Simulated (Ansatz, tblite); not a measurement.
**Ga13As13 zinc blende bond sphere (Ga13As13H30): charged states by level of theory**

Aim: the energy of removing and adding an electron for Ga13As13 zinc blende bond sphere (Ga13As13H30), by energy differences, and how well orbital energies stand in for it.

Computed with Ansatz 0.2.0, Gaussian basis. Level: as each input shows.

The runs, in order: charge +1 doublet, at the geometry of the singlet (PBE0-D4/def2-SVP, PBE-D4/def2-SVP, BHLYP-D4/def2-SVP); charge -1 doublet, at the geometry of the singlet (PBE0-D4/def2-SVP, PBE-D4/def2-SVP, BHLYP-D4/def2-SVP); the starting singlet's energies come from earlier runs.

1 further run of the same task is left out (set aside as unsound or not needed). Runs told in other sessions of the task aren't counted.

### Step 1. The geometry

The singlet was relaxed beforehand with PBE-D4/def2-SVP.

56 atoms, charge 0, spin multiplicity 1.

Atoms are counted from 1 here; the program's logs count them from 0.

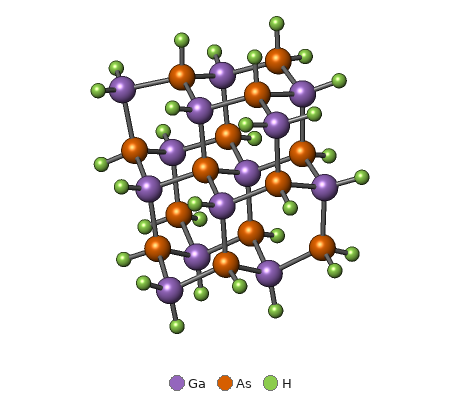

The structure; gallium purple, arsenic orange, hydrogen green.

### Step 2. Charge +1 doublet at the fixed geometry, PBE0-D4/def2-SVP

in.yaml reads:

```yaml
crystal:
  periodic: [false, false, false]
  atoms:
    - {symbol: Ga, position_ang: [-2.159760, -2.157156, -0.671417]}
    - {symbol: Ga, position_ang: [-2.273320, 0.827440, -3.616215]}
    - {symbol: Ga, position_ang: [-5.213166, 0.751384, -0.749810]}
    - {symbol: Ga, position_ang: [-2.155275, 0.674150, 2.156518]}
    - {symbol: Ga, position_ang: [-2.273394, 3.612914, -0.831364]}
    - {symbol: Ga, position_ang: [0.826058, -2.277830, -3.613659]}
    - {symbol: Ga, position_ang: [0.745563, -5.218463, -0.751225]}
    - {symbol: Ga, position_ang: [0.670324, -2.159558, 2.151536]}
    - {symbol: Ga, position_ang: [3.611864, -2.274763, -0.834707]}
    - {symbol: Ga, position_ang: [0.698923, 0.699182, -0.703386]}
    - {symbol: Ga, position_ang: [0.833064, 3.612030, 2.267471]}
    - {symbol: Ga, position_ang: [3.613816, 0.824822, 2.269722]}
    - {symbol: Ga, position_ang: [0.754325, 0.748304, 5.209574]}
    - {symbol: As, position_ang: [-3.511083, -0.594519, -2.049649]}
    - {symbol: As, position_ang: [-0.598883, -3.512863, -2.047933]}
    - {symbol: As, position_ang: [-0.731603, -0.734424, -4.818383]}
    - {symbol: As, position_ang: [-0.702372, -0.700287, 0.699227]}
    - {symbol: As, position_ang: [-0.770954, 2.101051, -2.104578]}
    - {symbol: As, position_ang: [-3.509686, 2.049340, 0.594301]}
    - {symbol: As, position_ang: [-0.590588, 2.049353, 3.508124]}
    - {symbol: As, position_ang: [-0.729669, 4.815130, 0.727802]}
    - {symbol: As, position_ang: [2.098506, -0.771543, -2.105217]}
    - {symbol: As, position_ang: [2.046658, -3.512988, 0.588713]}
    - {symbol: As, position_ang: [2.048784, -0.599758, 3.505543]}
    - {symbol: As, position_ang: [4.816974, -0.731521, 0.723864]}
    - {symbol: As, position_ang: [2.103857, 2.098228, 0.765451]}
    - {symbol: H, position_ang: [-3.078711, -3.072147, 0.229324]}
    - {symbol: H, position_ang: [-3.067828, 1.744292, -4.622621]}
    - {symbol: H, position_ang: [-5.949768, -0.236248, 0.236885]}
    - {symbol: H, position_ang: [-5.912369, 1.753082, -1.752908]}
    - {symbol: H, position_ang: [-3.073049, -0.225130, 3.074141]}
    - {symbol: H, position_ang: [-3.067456, 4.617890, -1.750078]}
    - {symbol: H, position_ang: [1.744163, -3.072401, -4.618646]}
    - {symbol: H, position_ang: [-0.241140, -5.950188, 0.239992]}
    - {symbol: H, position_ang: [1.744028, -5.923005, -1.753696]}
    - {symbol: H, position_ang: [-0.230072, -3.077625, 3.067930]}
    - {symbol: H, position_ang: [4.617784, -3.065808, -1.755032]}
    - {symbol: H, position_ang: [1.752710, 4.618180, 3.058953]}
    - {symbol: H, position_ang: [4.617093, 1.743286, 3.066083]}
    - {symbol: H, position_ang: [-0.233280, -0.236392, 5.948892]}
    - {symbol: H, position_ang: [1.761306, 1.748574, 5.905387]}
    - {symbol: H, position_ang: [-4.314876, -1.486132, -2.996812]}
    - {symbol: H, position_ang: [-1.493331, -4.311316, -2.996911]}
    - {symbol: H, position_ang: [-1.586128, -1.585938, -5.754754]}
    - {symbol: H, position_ang: [0.027622, 0.022581, -5.908164]}
    - {symbol: H, position_ang: [0.104588, 2.987779, -2.990431]}
    - {symbol: H, position_ang: [-4.309088, 2.998774, 1.487532]}
    - {symbol: H, position_ang: [-1.482128, 2.999634, 4.308380]}
    - {symbol: H, position_ang: [-1.583506, 5.747909, 1.584003]}
    - {symbol: H, position_ang: [0.025765, 5.908520, -0.027776]}
    - {symbol: H, position_ang: [2.981895, 0.105389, -2.992942]}
    - {symbol: H, position_ang: [2.994003, -4.312712, 1.483373]}
    - {symbol: H, position_ang: [2.998178, -1.492291, 4.305700]}
    - {symbol: H, position_ang: [5.758664, -1.582585, 1.573180]}
    - {symbol: H, position_ang: [5.902182, 0.031148, -0.036057]}
    - {symbol: H, position_ang: [2.991387, 2.983427, -0.109928]}
basis:
  gaussian: {orbitals: def2-SVP, fitting: {mean_field: def2-universal-jkfit}}
total_charge: 1
magnetization: {spin_polarized: true, initial_magnetization: 1}
hamiltonian: {xc: pbe0, dispersion: d4}
scf: {omitted_lower_state_checks: [starts]}
output: {orbitals: {seedname: orbitals}}
```

Started as:

```
> ansatz run in.yaml --threads 11 --pin off --events-out ev --progress --plain --max-ram 110592MiB --backend cuda --devices 0, --max-vram 75GiB
```

Log:

```text
Functional definition: PBE0
  name "PBE0"
  cite "Adamo & Barone, J. Chem. Phys. 110, 6158 (1999) doi:10.1063/1.478522"
  cite "Perdew, Burke & Ernzerhof, Phys. Rev. Lett. 77, 3865 (1996) doi:10.1103/PhysRevLett.77.3865"
  parent pbe
  parameter a = 0.25
  parameter kappa = 0.804
  parameter beta = 0.06672455060314922
  exchange = (1 - a)*pbe_x(kappa = kappa, mu = beta*pi^2/3) + a*exact_x
  correlation = pbe_c(beta = beta)
these checks for a lower state are left out or cut short: starts
7456 factors; integrals over basis functions are off by at most 3.5e-1 eV
mean field evaluation 1: about -1471978.0462 eV, gradient 4.9e1 eV
mean field evaluation 2: about -1471973.4646 eV, gradient 6.0e1 eV
mean field evaluation 4: about -1471984.7585 eV, gradient 4.4e0 eV
mean field evaluation 8: about -1471984.8303 eV, gradient 1.1e0 eV
mean field evaluation 16: about -1471984.8474 eV, gradient 1.1e-1 eV
mean field evaluation 32: about -1471984.9624 eV, gradient 2.3e-5 eV
mean field -1471984.96241542 eV, -54094.4496215238 hartree, gradient 4.7e-6 eV, S^2 0.753709; 0 other end points of the search recorded, 0 dependent functions left out
reference -1471984.96250276 eV, -54094.4496247332 hartree; 431, 430 occupied and 551, 552 virtual orbitals, 7456 factors
Total energy: -1471990.10223616 eV, -54094.6385064521 hartree
Checks for a lower state left out: starts
```

It took 80 s on 1 × H100 with 11 threads of AMD EPYC 7R13, shared host; peak host memory 1.9 GiB.

HOMO -9.32 eV, LUMO -8.65 eV (over both spins); ⟨S²⟩ 0.754 (pure: 0.75).

### Step 3. Charge +1 doublet at the fixed geometry, PBE-D4/def2-SVP

start.molden holds the orbitals of an earlier run on this state, given as this run's starting guess.

in.yaml, as its differences from that of step 2:

```diff
@@ -60,6 +60,6 @@
 basis:
-  gaussian: {orbitals: def2-SVP, fitting: {mean_field: def2-universal-jkfit}}
+  gaussian: {orbitals: def2-SVP, fitting: {mean_field: def2-universal-jkfit}, initial_orbitals: start.molden}
 total_charge: 1
 magnetization: {spin_polarized: true, initial_magnetization: 1}
-hamiltonian: {xc: pbe0, dispersion: d4}
+hamiltonian: {xc: pbe, dispersion: d4}
 scf: {omitted_lower_state_checks: [starts]}
```

The command is unchanged.

Log:

```text
Functional definition: PBE
  name "PBE"
  cite "Perdew, Burke & Ernzerhof, Phys. Rev. Lett. 77, 3865 (1996) doi:10.1103/PhysRevLett.77.3865"
  parent pbe
  parameter kappa = 0.804
  parameter beta = 0.06672455060314922
  exchange = pbe_x(kappa = kappa, mu = beta*pi^2/3)
  correlation = pbe_c(beta = beta)
these checks for a lower state are left out or cut short: starts
7456 factors; integrals over basis functions are off by at most 3.5e-1 eV
mean field evaluation 1: about -1471945.0857 eV, gradient 1.7e1 eV
mean field evaluation 2: about -1471946.1981 eV, gradient 1.0e0 eV
mean field evaluation 4: about -1471946.1890 eV, gradient 1.4e-1 eV
mean field evaluation 8: about -1471946.1897 eV, gradient 3.9e-5 eV
mean field evaluation 16: about -1471946.1897 eV, gradient 2.2e-6 eV
mean field -1471946.18971025 eV, -54093.0247508898 hartree, gradient 2.2e-6 eV, S^2 0.750774; 0 other end points of the search recorded, 0 dependent functions left out
reference -1471946.18982667 eV, -54093.0247551683 hartree; 431, 430 occupied and 551, 552 virtual orbitals, 7456 factors
Total energy: -1471951.77708072 eV, -54093.2300829672 hartree
Checks for a lower state left out: starts
```

Run time: 13 s. Hardware: 1 × H100 with 11 threads of AMD EPYC 7R13, shared host; peak host memory 1.9 GiB.

HOMO -8.44 eV, LUMO -8.51 eV (over both spins; with the spin held, an empty level of the minority spin lies below the top filled one); ⟨S²⟩ 0.751 (pure: 0.75).

### Step 4. Charge +1 doublet at the fixed geometry, BHLYP-D4/def2-SVP

in.yaml, as its differences from that of step 3:

```diff
@@ -63,3 +63,3 @@
 magnetization: {spin_polarized: true, initial_magnetization: 1}
-hamiltonian: {xc: pbe, dispersion: d4}
+hamiltonian: {xc: {name: BHLYP}, dispersion: d4}
 scf: {omitted_lower_state_checks: [starts]}
```

Launched as before.

Log (excerpt; [...] marks lines left out):

```text
Functional definition: BHLYP
  name "BHLYP"
  cite "Becke, J. Chem. Phys. 98, 1372 (1993) doi:10.1063/1.464304"
  cite "Becke, Phys. Rev. A 38, 3098 (1988) doi:10.1103/PhysRevA.38.3098"
  cite "Lee, Yang & Parr, Phys. Rev. B 37, 785 (1988) doi:10.1103/PhysRevB.37.785"
[...]
7456 factors; integrals over basis functions are off by at most 3.5e-1 eV
[...]
mean field -1472151.68340849 eV, -54100.5765050113 hartree, gradient 6.6e-6 eV, S^2 0.761566; 0 other end points of the search recorded, 0 dependent functions left out
reference -1472151.68389805 eV, -54100.5765230024 hartree; 431, 430 occupied and 551, 552 virtual orbitals, 7456 factors
Total energy: -1472161.06748406 eV, -54100.9213634277 hartree
Checks for a lower state left out: starts
```

It took 75 s on 1 × H100 with 11 threads of AMD EPYC 7R13, shared host; peak host memory 1.9 GiB.

HOMO -10.09 eV, LUMO -8.46 eV (over both spins); ⟨S²⟩ 0.762 (pure: 0.75).

### Step 5. Vertical ionisation energy

Charged state less starting state, singlet to doublet; the starting state's energies are those of its earlier runs.

```csv
level,vertical ionisation energy (eV),time
PBE-D4/def2-SVP,+7.27,19 s
PBE0-D4/def2-SVP,+7.80,1.7 min
BHLYP-D4/def2-SVP,+8.15,96 s
```

Times add the two runs; a level without a time comes out of a correlated run.

Beside −ε(HOMO) of the starting state:

```csv
level,−ε(HOMO) (eV),by difference (eV),mismatch (eV)
PBE-D4/def2-SVP,5.85,7.27,-1.41
PBE0-D4/def2-SVP,6.81,7.80,-0.99
BHLYP-D4/def2-SVP,7.63,8.15,-0.52
```

### Step 6. Charge -1 doublet at the fixed geometry, PBE0-D4/def2-SVP

in.yaml, as its differences from that of step 4:

```diff
@@ -60,6 +60,6 @@
 basis:
-  gaussian: {orbitals: def2-SVP, fitting: {mean_field: def2-universal-jkfit}, initial_orbitals: start.molden}
-total_charge: 1
+  gaussian: {orbitals: def2-SVP, fitting: {mean_field: def2-universal-jkfit}}
+total_charge: -1
 magnetization: {spin_polarized: true, initial_magnetization: 1}
-hamiltonian: {xc: {name: BHLYP}, dispersion: d4}
+hamiltonian: {xc: pbe0, dispersion: d4}
 scf: {omitted_lower_state_checks: [starts]}
```

Same command.

Log (excerpt; [...] marks lines left out):

```text
Functional definition: PBE0
  name "PBE0"
  cite "Adamo & Barone, J. Chem. Phys. 110, 6158 (1999) doi:10.1063/1.478522"
  cite "Perdew, Burke & Ernzerhof, Phys. Rev. Lett. 77, 3865 (1996) doi:10.1103/PhysRevLett.77.3865"
  parent pbe
[...]
7456 factors; integrals over basis functions are off by at most 3.5e-1 eV
[...]
mean field -1471993.38412296 eV, -54094.7591135674 hartree, gradient 6.9e-6 eV, S^2 0.752816; 0 other end points of the search recorded, 0 dependent functions left out
reference -1471993.38420935 eV, -54094.7591167422 hartree; 432, 431 occupied and 550, 551 virtual orbitals, 7456 factors
Total energy: -1471998.66682742 eV, -54094.9532493755 hartree
Checks for a lower state left out: starts
```

Run time: 36 s. Hardware: 1 × H100 with 11 threads of AMD EPYC 7R13, shared host; peak host memory 1.9 GiB.

HOMO 0.19 eV, LUMO 1.18 eV (over both spins); ⟨S²⟩ 0.753 (pure: 0.75). Doubts: highest occupied level lies above zero.

### Step 7. Charge -1 doublet at the fixed geometry, PBE-D4/def2-SVP

in.yaml, as its differences from that of step 6:

```diff
@@ -60,6 +60,6 @@
 basis:
-  gaussian: {orbitals: def2-SVP, fitting: {mean_field: def2-universal-jkfit}}
+  gaussian: {orbitals: def2-SVP, fitting: {mean_field: def2-universal-jkfit}, initial_orbitals: start.molden}
 total_charge: -1
 magnetization: {spin_polarized: true, initial_magnetization: 1}
-hamiltonian: {xc: pbe0, dispersion: d4}
+hamiltonian: {xc: pbe, dispersion: d4}
 scf: {omitted_lower_state_checks: [starts]}
```

Same command.

Log:

```text
Functional definition: PBE
  name "PBE"
  cite "Perdew, Burke & Ernzerhof, Phys. Rev. Lett. 77, 3865 (1996) doi:10.1103/PhysRevLett.77.3865"
  parent pbe
  parameter kappa = 0.804
  parameter beta = 0.06672455060314922
  exchange = pbe_x(kappa = kappa, mu = beta*pi^2/3)
  correlation = pbe_c(beta = beta)
these checks for a lower state are left out or cut short: starts
7456 factors; integrals over basis functions are off by at most 3.5e-1 eV
mean field evaluation 1: about -1471953.1931 eV, gradient 1.7e1 eV
mean field evaluation 2: about -1471954.3122 eV, gradient 1.0e0 eV
mean field evaluation 4: about -1471954.3082 eV, gradient 1.2e-1 eV
mean field evaluation 8: about -1471954.3102 eV, gradient 4.4e-5 eV
mean field evaluation 16: about -1471954.3102 eV, gradient 1.5e-5 eV
mean field -1471954.31021264 eV, -54093.3231738482 hartree, gradient 3.9e-6 eV, S^2 0.750833; 0 other end points of the search recorded, 0 dependent functions left out
reference -1471954.31032946 eV, -54093.3231781414 hartree; 432, 431 occupied and 550, 551 virtual orbitals, 7456 factors
Total energy: -1471960.05411301 eV, -54093.5342582935 hartree
Checks for a lower state left out: starts
```

Run time: 15 s. Hardware: 1 × H100 with 11 threads of AMD EPYC 7R13, shared host; peak host memory 1.9 GiB.

From the report: HOMO 0.37 eV, LUMO 0.47 eV (over both spins); ⟨S²⟩ 0.751 (pure: 0.75). Doubts: highest occupied level lies above zero.

### Step 8. Charge -1 doublet at the fixed geometry, BHLYP-D4/def2-SVP

in.yaml, as its differences from that of step 7:

```diff
@@ -63,3 +63,3 @@
 magnetization: {spin_polarized: true, initial_magnetization: 1}
-hamiltonian: {xc: pbe, dispersion: d4}
+hamiltonian: {xc: {name: BHLYP}, dispersion: d4}
 scf: {omitted_lower_state_checks: [starts]}
```

Same command.

Log:

```text
Functional definition: BHLYP
  name "BHLYP"
  cite "Becke, J. Chem. Phys. 98, 1372 (1993) doi:10.1063/1.464304"
  cite "Becke, Phys. Rev. A 38, 3098 (1988) doi:10.1103/PhysRevA.38.3098"
  cite "Lee, Yang & Parr, Phys. Rev. B 37, 785 (1988) doi:10.1103/PhysRevB.37.785"
  parameter a = 0.5
  exchange = (1 - a)*b88_x + a*exact_x
  correlation = lyp_c
these checks for a lower state are left out or cut short: starts
7456 factors; integrals over basis functions are off by at most 3.5e-1 eV
mean field evaluation 1: about -1472159.1231 eV, gradient 1.5e1 eV
mean field evaluation 2: about -1472160.0325 eV, gradient 9.1e-1 eV
mean field evaluation 4: about -1472160.0313 eV, gradient 7.1e-2 eV
mean field evaluation 8: about -1472160.0315 eV, gradient 1.6e-5 eV
mean field -1472160.03154306 eV, -54100.8832932982 hartree, gradient 1.6e-5 eV, S^2 0.754961; 0 other end points of the search recorded, 0 dependent functions left out
reference -1472160.03204005 eV, -54100.8833115623 hartree; 432, 431 occupied and 550, 551 virtual orbitals, 7456 factors
Total energy: -1472169.61721768 eV, -54101.2355603432 hartree
Checks for a lower state left out: starts
```

Run time: 40 s. Hardware: 1 × H100 with 11 threads of AMD EPYC 7R13, shared host; peak host memory 1.8 GiB.

From the report: HOMO 0.10 eV, LUMO 2.06 eV (over both spins); ⟨S²⟩ 0.755 (pure: 0.75). Doubts: highest occupied level lies above zero.

### Step 9. Vertical electron affinity

Starting state less charged state (positive: the electron is bound), singlet to doublet; the starting state's energies are those of its earlier runs.

```csv
level,vertical electron affinity (eV),time
PBE-D4/def2-SVP,+1.01,21 s
PBE0-D4/def2-SVP,+0.76,58 s
BHLYP-D4/def2-SVP,+0.40,61 s
```

Times add the two runs; a level without a time comes out of a correlated run.

Beside −ε(LUMO) of the starting state:

```csv
level,−ε(LUMO) (eV),by difference (eV),mismatch (eV)
PBE-D4/def2-SVP,2.26,1.01,+1.24
PBE0-D4/def2-SVP,1.57,0.76,+0.80
BHLYP-D4/def2-SVP,0.71,0.40,+0.31
```

### Step 10. Results

```
                                           quantity                                value
vertical ionisation energy, functionals in def2-SVP  7.27 (PBE-D4) to 8.15 eV (BHLYP-D4)
vertical electron affinity, functionals in def2-SVP  0.40 (BHLYP-D4) to 1.01 eV (PBE-D4)
```

The vertical ionisation energy spans 7.27 to 8.15 eV over the functionals. −ε(HOMO) misses the level's own difference by -0.52 eV at best (BHLYP-D4) and -1.41 eV at worst (PBE-D4). The vertical electron affinity spans 0.40 to 1.01 eV over the functionals. −ε(LUMO) misses the level's own difference by +0.31 eV at best (BHLYP-D4) and +1.24 eV at worst (PBE-D4).

The anion's highest level is positive in at least one run, so there the basis alone may hold the extra electron.
